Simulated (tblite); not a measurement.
C₅H₉FO₂Si: frequency calculation

- system: C₅H₉FO₂Si
- method: GFN2-xTB harmonic vibrations, gas phase (tblite 0.8.0)

It belongs to a series of runs on one base structure; here: H on Si replaced by OC2H5.

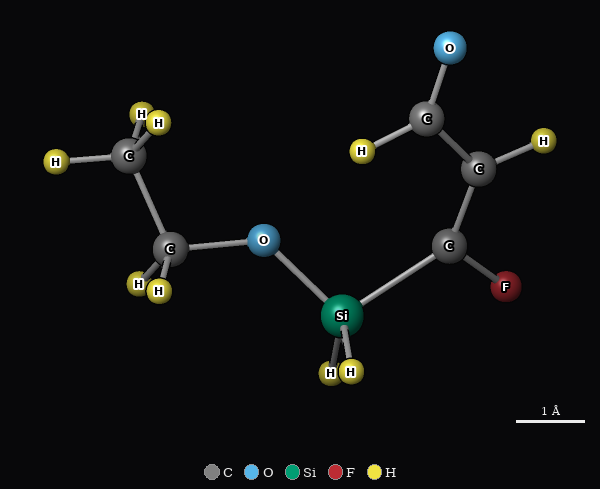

Fig. 1: The input geometry (ball-and-stick view, seen at a tilt). Bond lengths as drawn: C–C 1.34 to 1.52 Å, C–F 1.35 Å, C–H 1.08 to 1.10 Å, C–O 1.21 to 1.41 Å, C–Si 1.90 Å, H–Si 1.46 to 1.47 Å and O–Si 1.61 Å.

### Summary

| quantity | value |
| --- | --- |
| outcome | converged |
| total energy | −813.2542 eV |
| zero-point energy | 80.3980 kcal/mol |
| hardware | 1 CPU thread, shared host |
| wall time | 1.2 s |
| peak memory | 0.18 GiB |

### Input file
```
{"job": {"kind": "ir", "xc": "GFN2-xTB", "basis": "xTB"}, "charge": 0, "multiplicity": 1}
C      2.148868     0.606887     1.315648
C      1.878849     0.774554    -0.170607
O      0.695850     0.094644    -0.506715
Si    -0.130697     0.041724    -1.886472
C     -1.630582    -1.049539    -1.465013
F     -1.954538    -1.848085    -2.505644
C     -2.411819    -1.133368    -0.384143
C     -2.216780    -0.312930     0.800370
O     -2.882912    -0.387960     1.803185
H      2.221113    -0.449291     1.560831
H      3.079966     1.099381     1.581076
H      1.338709     1.040847     1.895598
H      1.772976     1.834755    -0.426489
H      2.706590     0.364946    -0.760107
H     -0.599368     1.361858    -2.320138
H      0.606235    -0.614610    -2.965944
H     -3.238652    -1.833502    -0.357160
H     -1.392568     0.416006     0.713421
```

The first line tells a small driver script what to run in tblite; the rest is the geometry in Å.

Launched with:
```bash
OMP_NUM_THREADS=1 python <driver script> task.json out
```

### What the program printed
```
mode    cm-1     km/mol
  1     -21.7      1.49
  2      18.7      0.23
  3      51.5      1.50
  4      84.0      0.64
  5     111.2      9.98
  6     144.7      4.43
  7     205.3      1.29
  8     217.6      1.16
  9     225.9      2.77
 10     270.1      9.57
 11     353.9      1.48
 12     387.5      3.05
 13     432.0     35.97
 14     487.9      5.48
 15     555.7    126.36
 16     592.0     13.61
 17     677.0      3.87
 18     756.7    259.58
 19     782.9     76.91
 20     806.6    205.76
 21     826.6      2.73
 22     876.6     44.50
 23     919.9      8.75
 24    1012.1     39.80
 25    1096.5     21.88
 26    1102.2    202.81
 27    1140.8      9.87
 28    1141.2      7.61
 29    1157.3    321.66
 30    1247.6     24.68
 31    1258.9      2.22
 32    1339.1      9.63
 33    1371.2     12.25
 34    1401.8     10.62
 35    1473.4      4.90
 36    1484.9      0.32
 37    1490.4      3.71
 38    1634.0    146.17
 39    1737.4    363.57
 40    2227.2    323.38
 41    2277.3    177.29
 42    2815.2     91.16
 43    2907.1     45.16
 44    2930.1     51.81
 45    3049.4     17.84
 46    3050.4     19.01
 47    3053.8     25.79
 48    3055.0      9.56
```

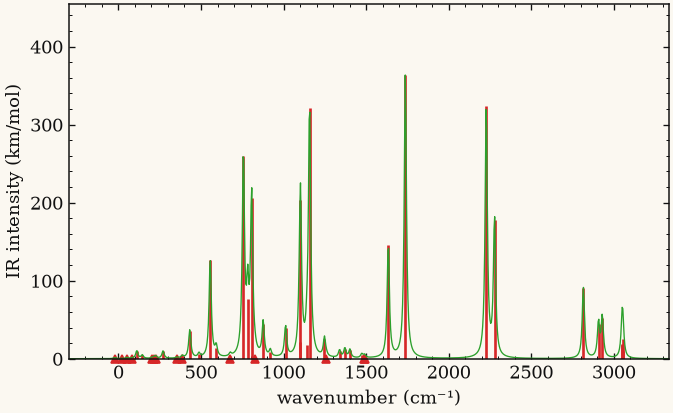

Fig. 2: Harmonic infrared spectrum, unscaled: sticks (degenerate modes added up, dark ones marked on the axis) with a Lorentzian envelope of 16 cm⁻¹ full width, scaled to the tallest stick; imaginary modes are drawn at negative wavenumbers. 48 modes from 22i to 3055 cm⁻¹, 1 imaginary beyond 8i (22i cm⁻¹): not a clean minimum; so soft a mode can be a shallow saddle, an incomplete relaxation or noise of the force constants. The strongest line is at 1737 cm⁻¹ (364 km/mol).
